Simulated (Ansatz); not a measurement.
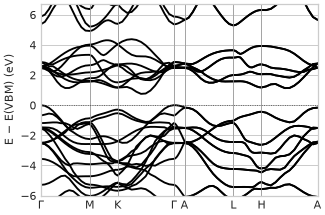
Figure: Band structure from the program Ansatz at the PBE+D3(BJ) level (PAW)

Task: Read off the gap and where the band edges lie.

Result: About 0.7 eV (0.74 eV by a search for the band edges); maximum at Γ, minimum on the K–Γ line, 45 % of the way from K.

The material is MoSe2 in space group P6_3/mmc (No. 194; Mo on 2c, Se on 4f).

The cell was relaxed with PBE+D3(BJ) under the symmetry of its start; phonons on a q-mesh show no instability. No spin polarisation was allowed. Spin–orbit coupling is left out wherever it is not named.

Potentials: the later of the program's two PAW sets.
